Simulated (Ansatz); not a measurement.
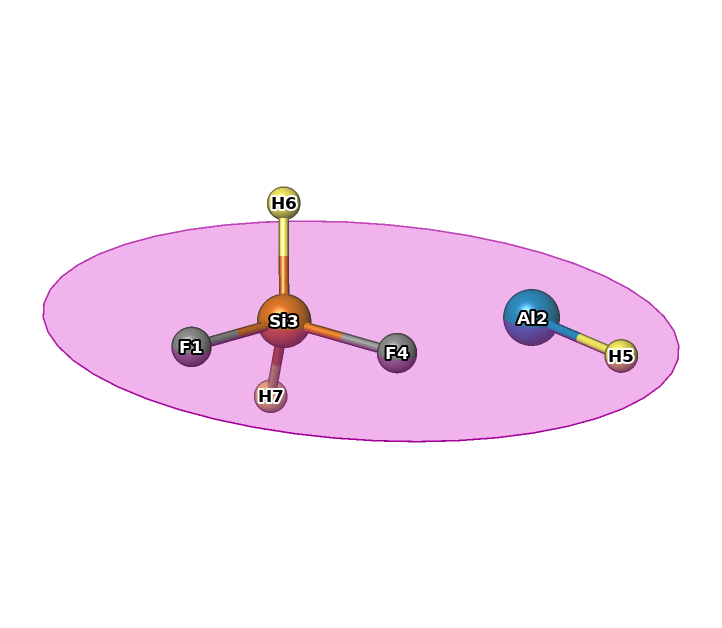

A disc through the centre of mass is drawn in. Atoms fade into the background with distance from the viewer. Computed geometry: PBE-D4/def2-SVP optimisation. No frequency run is at hand to confirm it as a minimum.

Q: Is the plane of the disc a mirror plane of the structure?

A: Yes. The reflection leaves F1, Al2, Si3, F4, H5 in place and moves H6 ↔ H7. The point group is Cs.
